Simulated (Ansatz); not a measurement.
**wB97X/def2-SVP run of [CSO3F3]− (trifluoromethanesulfonate)**

Aim: the vertical ionisation energy of [CSO3F3]− (trifluoromethanesulfonate) at wB97X/def2-SVP, from 2 runs. 

The calculation is run with Ansatz 0.2.0.

2 further runs of the same task are left out: 2 set aside as unsound or not needed.

## 1. The molecule

[CSO3F3]−: 8 atoms, total charge -1, spin state singlet. As SMILES, `[O-]S(=O)(=O)C(F)(F)F`. The shape is that of a PBE0-D4/def2-TZVPD optimisation.

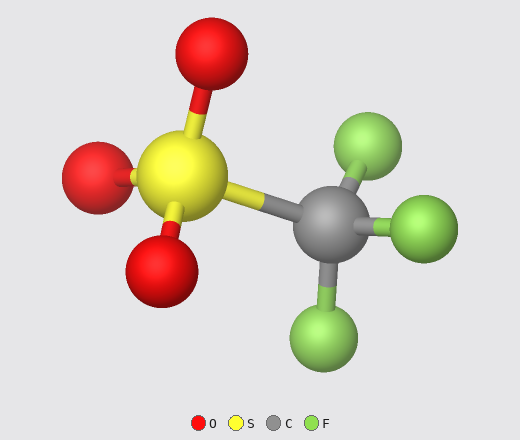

Viewed from a chosen angle; oxygen red, sulfur yellow, carbon grey, fluorine green.

## 2. A single-point energy at wB97X/def2-SVP

run.yaml reads:

```yaml
crystal:
  periodic: [false, false, false]
  atoms:
    - symbol: O
      position_ang: [-0.452120, -1.793850, 0.534600]
    - symbol: S
      position_ang: [0.514500, -0.855220, 0.007850]
    - symbol: O
      position_ang: [1.622110, -0.542800, 0.884460]
    - symbol: O
      position_ang: [0.853150, -1.026290, -1.388190]
    - symbol: C
      position_ang: [-0.440870, 0.732840, -0.006730]
    - symbol: F
      position_ang: [-0.854330, 1.079580, 1.221330]
    - symbol: F
      position_ang: [0.292430, 1.753940, -0.474640]
    - symbol: F
      position_ang: [-1.534870, 0.651830, -0.778680]
basis:
  gaussian:
    orbitals: def2-SVP
output: {orbitals: {seedname: orbitals}}
accuracy: high
total_charge: -1
hamiltonian:
  xc: {name: wB97X}
```

Command:

```sh
$ ansatz run run.yaml --threads 1 --pin off --max-ram 3480MiB --events-out events.jsonl --progress --plain --runs-dir runs
```

Output:

```text
Warning: RAYON_NUM_THREADS=1 ignored (pool sized by the plan → 1); use --threads N
Functional definition: wB97X
  name "wB97X"
  parameter omega = 0.3/bohr
  parameter cx = 0.157706
  parameter cx1 = 0.726479
  parameter cx2 = 1.04760
  parameter cx3 = -5.70635
  parameter cx4 = 13.2794
  parameter css1 = -4.33879
  parameter css2 = 18.2308
  parameter css3 = -31.7430
  parameter css4 = 17.2901
  parameter cos1 = 2.37031
  parameter cos2 = -11.3995
  parameter cos3 = 6.58405
  parameter cos4 = -3.78132
  exchange = spin_sum(e_x_unif_sr(omega)*poly(b97_u_x, 1 - cx, cx1, cx2, cx3, cx4)) + cx*exact_x_sr(omega)
      + exact_x_lr(omega)
  correlation = spin_sum(e_c_pw_same_spin*poly(b97_u_same, 1, css1, css2, css3, css4))
      + integral(e_c_pw_opposite_spin*poly(b97_u_opposite, 1, cos1, cos2, cos3, cos4))
2515 factors; integrals over basis functions are off by at most 3.9e-9 eV
343 factors; integrals over basis functions are off by at most 1.4e-9 eV
mean field evaluation 1: about -26132.2601 eV, gradient 8.3e1 eV
mean field evaluation 2: about -26126.9957 eV, gradient 1.1e2 eV
mean field evaluation 4: about -26144.7871 eV, gradient 1.3e0 eV
mean field evaluation 8: about -26145.1081 eV, gradient 7.5e-2 eV
mean field evaluation 16: about -26145.1081 eV, gradient 8.1e-5 eV
mean field -26145.10809994 eV, -960.8150008822 hartree, gradient 8.7e-8 eV, S^2 0.000000; 0 other end points of the search recorded, 0 dependent functions left out
reference -26145.10809858 eV, -960.8150008322 hartree; 37, 37 occupied and 79, 79 virtual orbitals, 2515 factors
Total energy: -26145.10809858 eV, -960.8150008322 hartree
```

It took 34 s on 1 thread of Arm Neoverse V2, shared host; peak memory 0.77 GiB.

## 3. Doublet neutral CSO3F3

Changes to run.yaml since step 2:

```diff
@@ -20,8 +20,6 @@
 basis:
-  gaussian:
-    orbitals: def2-SVP
+  gaussian: {orbitals: def2-SVP}
+magnetization: {spin_polarized: true, initial_magnetization: 1}
+hamiltonian: {xc: {name: wB97X}}
+accuracy: high
 output: {orbitals: {seedname: orbitals}}
-accuracy: high
-total_charge: -1
-hamiltonian:
-  xc: {name: wB97X}
```

Command:

```sh
$ ansatz run run.yaml --threads 1 --pin off --max-ram 3480MiB --events-out events.jsonl --progress --plain --runs-dir runs
```

Output (excerpt; [...] marks lines left out):

```text
Warning: RAYON_NUM_THREADS=1 ignored (pool sized by the plan → 1); use --threads N
[... 2 set-up lines as earlier in the session ...]
[...]
      + exact_x_lr(omega)
[...]
      + integral(e_c_pw_opposite_spin*poly(b97_u_opposite, 1, cos1, cos2, cos3, cos4))
2512 factors; integrals over basis functions are off by at most 3.8e-9 eV
343 factors; integrals over basis functions are off by at most 1.4e-9 eV
[...]
mean field -26139.97933415 eV, -960.6265222156 hartree, gradient 1.5e-8 eV, S^2 0.766534; 4 other end points of the search recorded, 0 dependent functions left out
reference -26139.97933280 eV, -960.6265221661 hartree; 37, 36 occupied and 79, 80 virtual orbitals, 2512 factors
Total energy: -26139.97933280 eV, -960.6265221661 hartree
```

Wall time 81 s (1 thread of Arm Neoverse V2, shared host); peak memory 1.3 GiB.

## 4. What came out

At wB97X/def2-SVP:

| quantity | value |
| --- | --- |
| singlet [CSO3F3]−: total energy | -960.81500 Eh |
| singlet [CSO3F3]−: HOMO energy | -4.75 eV |
| singlet [CSO3F3]−: LUMO energy | 10.49 eV |
| singlet [CSO3F3]−: HOMO–LUMO gap (to an unbound level, set by the basis) | 15.23 eV |
| doublet neutral CSO3F3: total energy | -960.62652 Eh |
| doublet neutral CSO3F3: HOMO energy (highest over α and β) | -12.78 eV |
| doublet neutral CSO3F3: LUMO energy (lowest over α and β) | -5.48 eV |
| doublet neutral CSO3F3: ⟨S²⟩ | 0.767 |
| vertical detachment energy (to the doublet neutral) | 5.129 eV |

Removing an electron at fixed nuclei costs 5.13 eV (118 kcal/mol). The negative HOMO energy of the first species, 4.75 eV, lies 0.38 eV below that difference.
